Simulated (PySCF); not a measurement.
Input

```
{"job": {"kind": "nmr", "xc": "PBE0", "basis": "pcSseg-1"}, "charge": 0, "multiplicity": 1}
C      3.250784    -0.129384    -0.175436
C      1.845880     0.450292    -0.202464
O      0.940379    -0.582569     0.136069
C     -0.395242    -0.320210     0.182652
Si    -1.282044    -1.923914     0.669024
C     -0.965579     0.863077    -0.069577
Si    -2.793034     1.203739    -0.000412
F     -2.944614     2.776263    -0.348103
H      3.330644    -0.944564    -0.889768
H      3.971950     0.641793    -0.431142
H      3.475498    -0.514906     0.815568
H      1.756786     1.274332     0.519631
H      1.610259     0.837991    -1.203818
H     -0.260686    -2.961954     0.785232
H     -1.976556    -1.726137     1.944297
H     -2.267394    -2.265655    -0.360345
H     -0.342750     1.709571    -0.337343
H     -3.576615     0.541608    -1.037776
H     -3.387468     1.079879     1.325859
```

Command:

```sh
OMP_NUM_THREADS=1 python probes_run.py task.json out
```

Geometry: GFN2-xTB.

The calculation used PBE0/pcSseg-1, SCF density, gas phase, non-relativistic in PySCF.

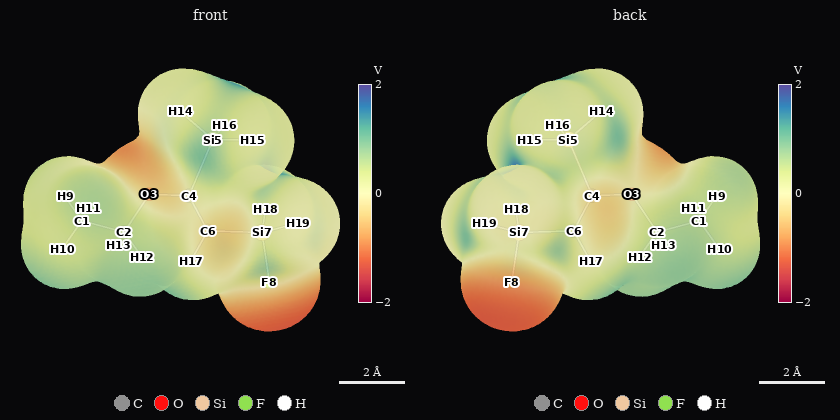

C₄H₁₁FOSi₂ (SMILES CCO/C([SiH3])=C/[SiH2]F). The electrostatic potential painted on the density surface at 0.002 e/bohr³, seen from the front and from behind; the colour scale runs from red (negative) to blue (positive).

**Describe the electrostatic potential map.**

The most negative region (about −1.3 V) lies over F8, the most positive (about +1.5 V) over Si5 and Si7.
